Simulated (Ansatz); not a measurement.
## Fields on a plane of TiC (rock salt)

```yaml
crystal:
  lattice:
    - [0.00000, 2.14664, 2.14664]
    - [2.14664, 0.00000, 2.14664]
    - [2.14664, 2.14664, 0.00000]
  atoms:
    - { symbol: C, position: [0.00000, 0.00000, 0.00000] }
    - { symbol: Ti, position: [0.50000, 0.50000, 0.50000] }
```

The slice is a {110} plane (indices of the conventional cell) through the point (0.500, 0.500, 0.500) (fractional), spanned by u = [100] and v = [1 -1 -1] in vectors of this cell: u (3.04 Å) and v (4.29 Å, at 90° to u). It covers one period; positions are fractions (u, v).

Atoms on it: C at (0.00, 0.50); Ti at (0.00, 0.00).

Level of theory: PBEsol (plane waves to 420 eV, PAW, scalar-relativistic; Ansatz, a quantum-chemistry and plane-wave program). k mesh 19×19×19. Inside the PAW spheres the values are not all-electron values, and peaks at nuclei hang on which shells count as valence. TiC is run without spin polarisation. TiC was relaxed with its symmetry unable to fall.

```
v \ u  0.00  0.14  0.29  0.43  0.57  0.71  0.86
-----  ----  ----  ----  ----  ----  ----  ----
0.90   0.58  0.61  0.10  0.16  0.16  0.10  0.61
0.80   0.31  0.15  0.09  0.17  0.17  0.09  0.15
0.70   0.68  0.64  0.47  0.22  0.22  0.47  0.64
0.60   0.59  0.77  0.72  0.29  0.29  0.72  0.77
0.50      x  0.59  0.77  0.32  0.32  0.77  0.59
0.40   0.59  0.77  0.72  0.29  0.29  0.72  0.77
0.30   0.68  0.64  0.47  0.22  0.22  0.47  0.64
0.20   0.31  0.15  0.09  0.17  0.17  0.09  0.15
0.10   0.58  0.61  0.10  0.16  0.16  0.10  0.61
0.00      x  0.56  0.23  0.16  0.16  0.23  0.56
```

Values: electron localisation function (ELF). Points within 0.4 Å of a nucleus are blanked (x), as the pseudised field means little there.

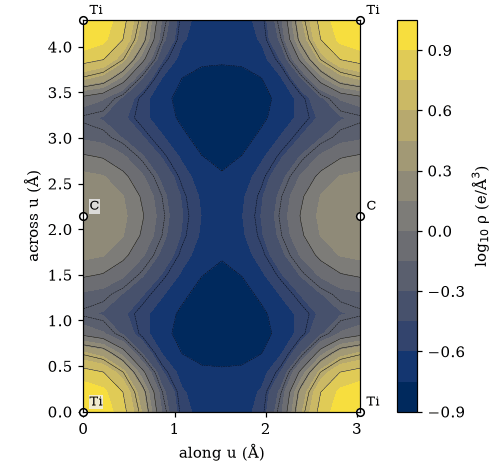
Figure: Log₁₀ of the valence density in e/Å³, one period of the plane, atoms marked. The scale is logarithmic, as a density can span decades between atoms and voids.

The density on the C–Ti line (2.15 Å) at its midpoint is 0.53 e/Å³ and the ELF at that point is 0.28.
